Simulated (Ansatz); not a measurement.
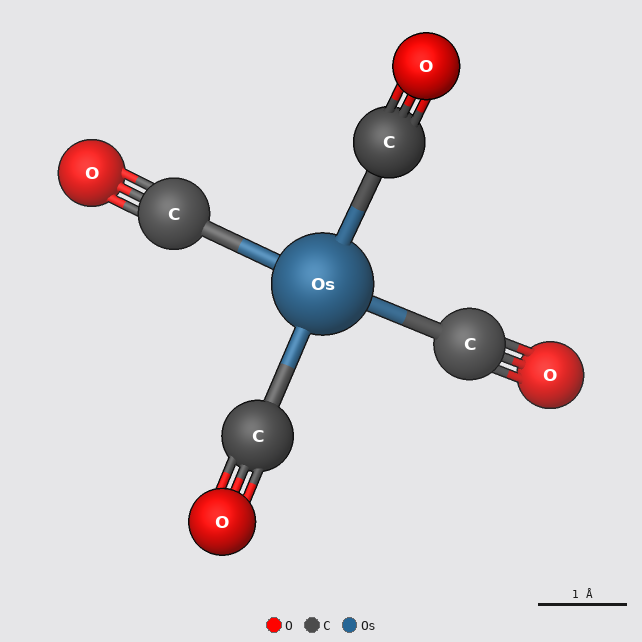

The picture shows a molecular structure as a ball-and-stick model.

Charge 0, singlet.

Description:

The molecule is C₄O₄Os. Its SMILES string is `[O+]#[C][Os-4]([C]#[O+])([C]#[O+])[C]#[O+]`. The point group is D2d.

More results for the same structure follow; atom numbers are the same in all pictures, views and colours differ. Computed geometry: PBE0-D4/def2-TZVP optimisation.

Shape

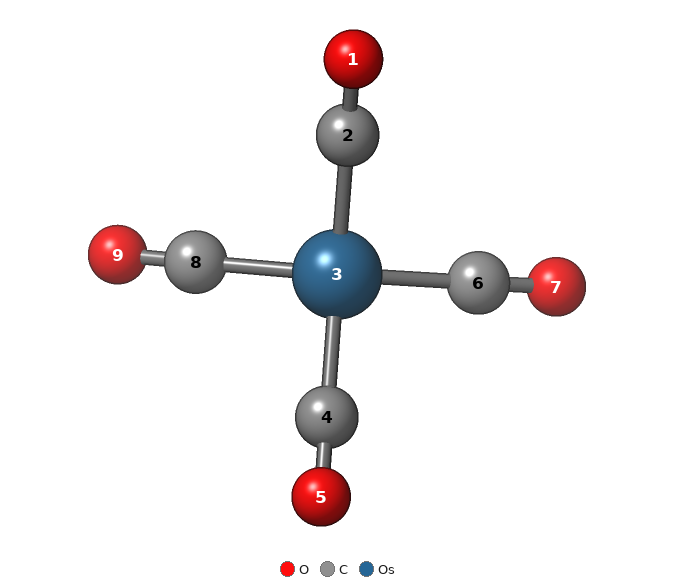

The atoms are numbered.

Give these bond angles: C2–Os3–C4, O1–C2–Os3.

| angle | degrees |
| --- | --- |
| C2–Os3–C4 | 148.1 |
| O1–C2–Os3 | 169.7 |

Vibrations

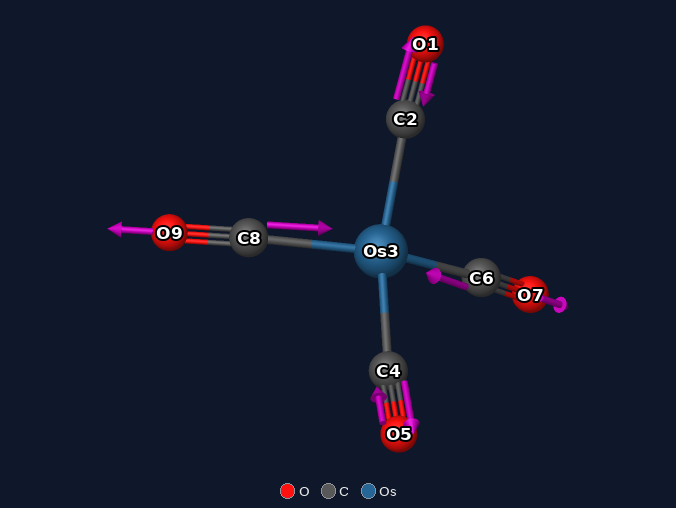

The arrows show one normal mode. Harmonic vibrations computed with RKS PBE0-D4/def2-TZVP, core potentials on Os (Ansatz 0.2.0) at a stationary point of the same level.

What kind of motion is it?

Mostly out-of-phase stretching of 4 C–O bonds.

At what wavenumber does it lie?

2113 cm⁻¹; it is mode 20 of 21 counted from the lowest.

Charges

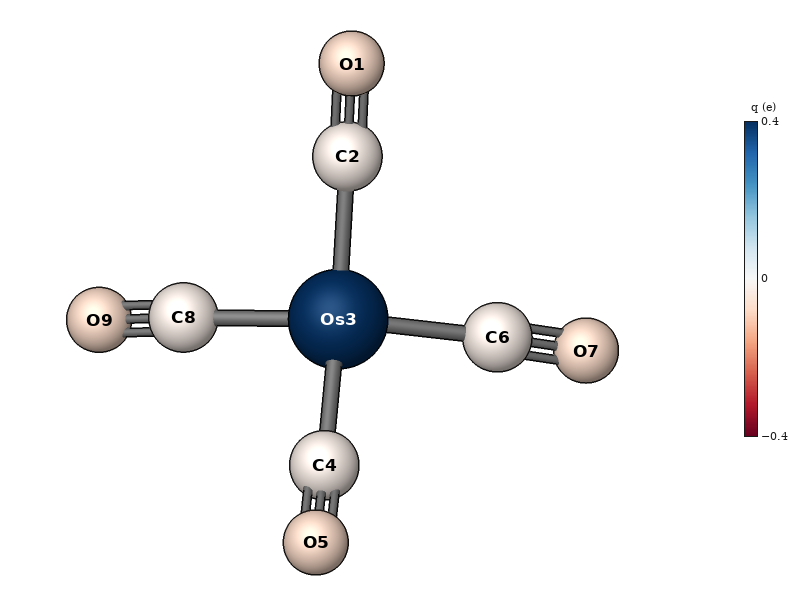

Atoms are coloured by their Mulliken charges. Level of theory: RKS PBE0-D4/def2-TZVP, core potentials on Os (Ansatz 0.2.0).

Give the Mulliken charges atom by atom.

```csv
atom,value (e)
O1,−0.07
C2,−0.03
Os3,0.40
C4,−0.03
O5,−0.07
C6,−0.03
O7,−0.07
C8,−0.03
O9,−0.07
```

Electronic properties

Properties computed with RKS revPBE-D4/def2-TZVPP, core potentials on Os (Ansatz 0.2.0).

Predict the main results.

- HOMO energy (Kohn–Sham orbital): −5.91 eV
- LUMO energy (Kohn–Sham orbital): −3.96 eV
- HOMO–LUMO gap: 1.95 eV
- dispersion correction: −73.4 kJ/mol

Mulliken values depend strongly on the basis set and can even reverse the polarity of a bond.
